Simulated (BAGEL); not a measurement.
# GeSiH5F (SMILES F[SiH2][GeH3]) at 3 levels

Aim: a comparison of 3 runs (HF/STO-3G, HF/6-31G*, HF/cc-pVDZ) of GeSiH5F. 

Program for the calculation: BAGEL 1.2.2.

2 further runs of the same task are left out: 2 that didn't finish. Runs told in other sessions of the task aren't counted.

## 1. The molecule

GeSiH5F: 8 atoms, total charge 0, spin state singlet. As SMILES, `F[SiH2][GeH3]`. The Si2–H4 distance was set to 2.228 Å, away from the relaxed value. At this shape a bond of the SMILES string is far longer than usual.

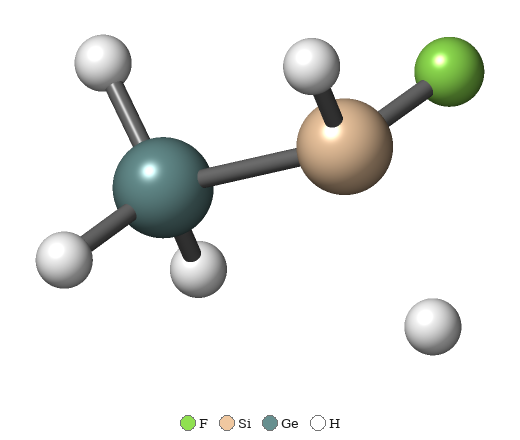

The structure, seen from a chosen angle (fluorine green, silicon light orange, germanium teal, hydrogen white).

## 2. The energy at HF/STO-3G (density fitting with qzvpp-jkfit) (run 1)

job.json reads:

```json
{ "bagel" : [

{
  "title" : "molecule",
  "basis" : "sto-3g",
  "df_basis" : "qzvpp-jkfit",
  "angstrom" : true,
  "geometry" : [
    { "atom" : "F", "xyz" : [      -1.847895,       1.525773,       0.196235 ] },
    { "atom" : "Si", "xyz" : [      -0.396095,       1.029173,      -0.277065 ] },
    { "atom" : "Ge", "xyz" : [       0.626405,      -0.223327,       1.469335 ] },
    { "atom" : "H", "xyz" : [      -0.666700,      -0.210900,      -2.108300 ] },
    { "atom" : "H", "xyz" : [       0.405305,       2.233073,      -0.616365 ] },
    { "atom" : "H", "xyz" : [       0.806905,       0.637073,       2.729235 ] },
    { "atom" : "H", "xyz" : [       2.012205,      -0.697327,       0.998035 ] },
    { "atom" : "H", "xyz" : [      -0.216495,      -1.457127,       1.826335 ] }
  ]
},

{ "title" : "hf", "charge" : 0 },

{ "title" : "print", "file" : "orbitals.molden", "orbitals" : true }

]}
```

Run with:

```
$ BAGEL_NUM_THREADS=1 BAGEL job.json > job.out
```

Standard output:

```text
* using 1 threads per process

  ===============================================================
  ===============================================================

  *** Geometry ***

  { "atom" : "F", "xyz" : [     -3.492015,      2.883293,      0.370830 ] },
  { "atom" : "Si", "xyz" : [     -0.748511,      1.944855,     -0.523577 ] },
  { "atom" : "Ge", "xyz" : [      1.183734,     -0.422027,      2.776641 ] },
[... 4 lines of this table left out ...]
  { "atom" : "H", "xyz" : [     -0.409116,     -2.753571,      3.451273 ] },

  Number of auxiliary basis functions:      561

  Since a DF basis is specified, we compute 2- and 3-index integrals:
    o Being stored without compression. Storage requirement is 0.006 GB

  Number of basis functions:       37
  Number of electrons      :       60

    * METHOD: MOLECULE                             0.26

  *** RHF ***

  === Nuclear Repulsion ===
   253.9837686203

      * DIIS with orbital gradients will be used.

  === RHF iteration (sto-3g) ===
      0      -2438.09832341          0.01210085           0.04
      1      -2438.18558966          0.00338788           0.04
      2      -2438.19218835          0.00076507           0.04
[... 7 lines of this table left out ...]
     10      -2438.19281862          0.00000001           0.04
    * SCF iteration converged.

    * Permanent dipole moment:
           (   -0.373628,    -0.083748,    -0.215839) a.u.

    * METHOD: HF                                   0.60

    * METHOD: PRINT                                0.00

  ===============================================================
```

It took 1 s on 1 thread of Arm Neoverse V1, shared host.

## 3. A single-point energy at HF/6-31G(d) (density fitting with qzvpp-jkfit, spherical functions) (run 2)

hf.json reads:

```json
{ "bagel": [

{
  "title": "molecule",
  "basis": "6-31gs.json",
  "df_basis": "qzvpp-jkfit",
  "angstrom": "true",
  "geometry": [
    { "atom": "F", "xyz": [      -1.847895,       1.525773,       0.196235 ] },
    { "atom": "Si", "xyz": [      -0.396095,       1.029173,      -0.277065 ] },
    { "atom": "Ge", "xyz": [       0.626405,      -0.223327,       1.469335 ] },
    { "atom": "H", "xyz": [      -0.666700,      -0.210900,      -2.108300 ] },
    { "atom": "H", "xyz": [       0.405305,       2.233073,      -0.616365 ] },
    { "atom": "H", "xyz": [       0.806905,       0.637073,       2.729235 ] },
    { "atom": "H", "xyz": [       2.012205,      -0.697327,       0.998035 ] },
    { "atom": "H", "xyz": [      -0.216495,      -1.457127,       1.826335 ] }
  ]
},

{ "title": "hf" },

{ "title": "print", "file": "orbitals.molden", "orbitals": "true" }

]}
```

The basis set 6-31G* is read from a file made from the Basis Set Exchange's data (not shown).

Run with:

```
$ BAGEL_NUM_THREADS=1 BAGEL hf.json > hf.out
```

Standard output:

```text
* using 1 threads per process

  ===============================================================
  ===============================================================

  *** Geometry ***

  { "atom" : "F", "xyz" : [     -3.492015,      2.883293,      0.370830 ] },
  { "atom" : "Si", "xyz" : [     -0.748511,      1.944855,     -0.523577 ] },
  { "atom" : "Ge", "xyz" : [      1.183734,     -0.422027,      2.776641 ] },
[... 4 lines of this table left out ...]
  { "atom" : "H", "xyz" : [     -0.409116,     -2.753571,      3.451273 ] },

  Number of auxiliary basis functions:      561

  Since a DF basis is specified, we compute 2- and 3-index integrals:
    o Being stored without compression. Storage requirement is 0.025 GB

  Number of basis functions:       74
  Number of electrons      :       60

    * METHOD: MOLECULE                             0.35

  *** RHF ***

  === Nuclear Repulsion ===
   253.9837686203

      * DIIS with orbital gradients will be used.

  === RHF iteration (6-31gs.json) ===
      0      -2466.16223364          0.01649473           0.10
      1      -2466.25231659          0.01062259           0.09
      2      -2466.29770443          0.00119811           0.09
[... 9 lines of this table left out ...]
     12      -2466.29890355          0.00000000           0.09
    * SCF iteration converged.

    * Permanent dipole moment:
           (   -0.658013,    -0.074841,    -0.484078) a.u.

    * METHOD: HF                                   1.45

    * METHOD: PRINT                                0.01

  ===============================================================
```

It took 1.9 s on 1 thread of Arm Neoverse V1, shared host; peak memory 0.13 GiB.

## 4. A single-point energy at HF/cc-pVDZ (density fitting with qzvpp-jkfit) (run 3)

calc.json reads:

```json
{ "bagel": [

{
  "title": "molecule",
  "basis": "cc-pvdz.json",
  "df_basis": "qzvpp-jkfit",
  "angstrom": "true",
  "geometry": [
    { "atom": "F", "xyz": [      -1.847895,       1.525773,       0.196235 ] },
    { "atom": "Si", "xyz": [      -0.396095,       1.029173,      -0.277065 ] },
    { "atom": "Ge", "xyz": [       0.626405,      -0.223327,       1.469335 ] },
    { "atom": "H", "xyz": [      -0.666700,      -0.210900,      -2.108300 ] },
    { "atom": "H", "xyz": [       0.405305,       2.233073,      -0.616365 ] },
    { "atom": "H", "xyz": [       0.806905,       0.637073,       2.729235 ] },
    { "atom": "H", "xyz": [       2.012205,      -0.697327,       0.998035 ] },
    { "atom": "H", "xyz": [      -0.216495,      -1.457127,       1.826335 ] }
  ]
},

{ "title": "hf" },

{ "title": "print", "file": "orbitals.molden", "orbitals": "true" }

]}
```

The basis set cc-pVDZ is read from a file made from the Basis Set Exchange's data (not shown).

Run with:

```
$ BAGEL_NUM_THREADS=1 BAGEL calc.json > calc.out
```

Standard output:

```text
* using 1 threads per process

  ===============================================================
  ===============================================================

  *** Geometry ***

  { "atom" : "F", "xyz" : [     -3.492015,      2.883293,      0.370830 ] },
  { "atom" : "Si", "xyz" : [     -0.748511,      1.944855,     -0.523577 ] },
  { "atom" : "Ge", "xyz" : [      1.183734,     -0.422027,      2.776641 ] },
[... 4 lines of this table left out ...]
  { "atom" : "H", "xyz" : [     -0.409116,     -2.753571,      3.451273 ] },

  Number of auxiliary basis functions:      561

  Since a DF basis is specified, we compute 2- and 3-index integrals:
    o Being stored without compression. Storage requirement is 0.032 GB

  Number of basis functions:       84
  Number of electrons      :       60

    * METHOD: MOLECULE                             0.35

  *** RHF ***

  === Nuclear Repulsion ===
   253.9837686203

      * DIIS with orbital gradients will be used.

  === RHF iteration (cc-pvdz.json) ===
      0      -2466.43104955          0.01154893           0.12
      1      -2466.52893475          0.00755469           0.11
      2      -2466.57721935          0.00122422           0.10
[... 8 lines of this table left out ...]
     11      -2466.57891745          0.00000001           0.11
    * SCF iteration converged.

    * Permanent dipole moment:
           (   -0.681832,    -0.056323,    -0.436348) a.u.

    * METHOD: HF                                   1.52

    * METHOD: PRINT                                0.02

  ===============================================================
```

It took 2 s on 1 thread of Arm Neoverse V1, shared host; peak memory 0.14 GiB.

## 5. All runs side by side

| run | level | energy (Eh) | dipole moment (D) | HOMO energy (eV) | LUMO energy (eV) | wall time |
| --- | --- | --- | --- | --- | --- | --- |
| 1 | HF/STO-3G (density fitting with qzvpp-jkfit) | -2438.192819 | 1.12 | -7.07 | 5.98 | 1 s |
| 2 | HF/6-31G* (density fitting with qzvpp-jkfit, spherical functions) | -2466.298904 | 2.09 | -10.16 | 1.96 | 1.9 s |
| 3 | HF/cc-pVDZ (density fitting with qzvpp-jkfit) | -2466.578917 | 2.06 | -10.23 | 1.73 | 2 s |

## 6. What came out

| quantity | value |
| --- | --- |
| run 3: total energy | -2466.57892 Eh |
| run 3: dipole moment | 2.06 D |
| run 3: HOMO energy | -10.23 eV |
| run 3: LUMO energy | 1.73 eV |
| run 3: HOMO–LUMO gap | 11.96 eV |

In words: The dipole moment (its size) runs from 1.12 D (HF/STO-3G) to 2.09 D (HF/6-31G*). The HOMO–LUMO gap runs from 11.96 eV (HF/cc-pVDZ) to 13.05 eV (HF/STO-3G). In run 1 the basis is minimal, so the values are rough. In all runs a closed-shell determinant meets a far-stretched bond; if it breaks into open shells, such a determinant describes it badly, and no broken-symmetry solution was shown. All runs together took 5 s, the longest 2 s.
